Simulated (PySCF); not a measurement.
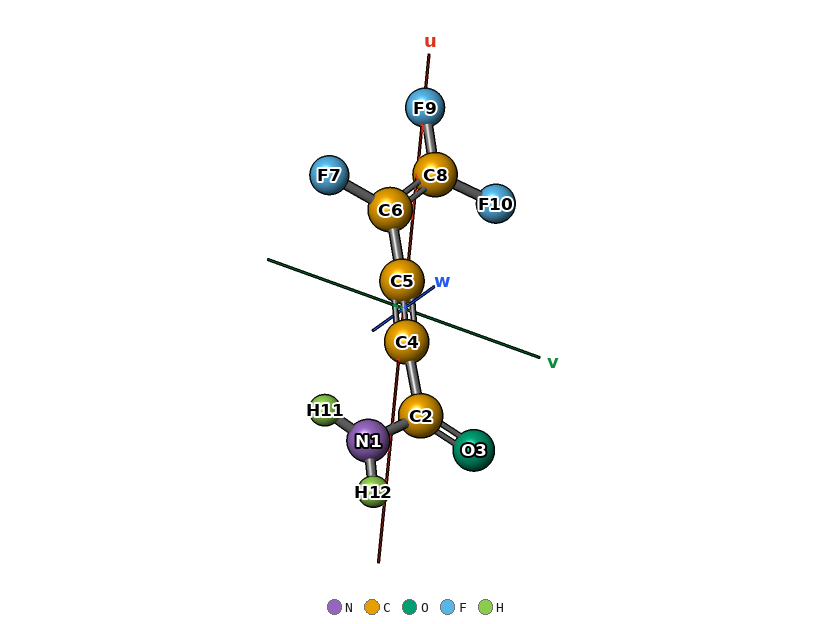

The lines u, v and w are the principal axes of the static dipole polarisability. The geometry was computed by an optimisation with GFN2-xTB. No frequency run is at hand to confirm it as a minimum. Level of theory: PBE0/def2-SVPD (PySCF 2.14.0).

Along which axis is the molecule most polarisable, and along which least?

Answer. Most along u (in the molecular plane, close to the long direction N1···F9), least along w (normal to the molecular plane).

Give the three principal values.

Answer. u 131.4, v 70.4, w 43.6 bohr³; mean 81.8, anisotropy 77.9 bohr³.
